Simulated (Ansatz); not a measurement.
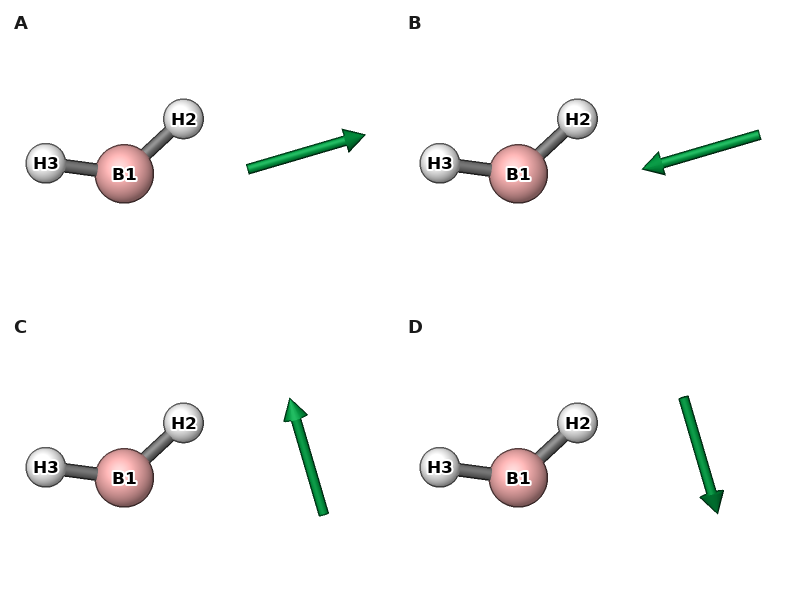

The same molecule four times, each with an arrow. Charge 0, doublet. The computed structure is the end point of a PBE0-D4/def2-TZVP optimisation. No frequency run is at hand to confirm it as a minimum. Method: UKS PBE0-D4/def2-TZVP (Ansatz 0.2.0).

### Which arrow points along the dipole moment, from the negative to the positive end?

C. The dipole moment is 0.50 D; it points from the side of B1 to the side of H2, H3 (the outermost atoms at the two ends).
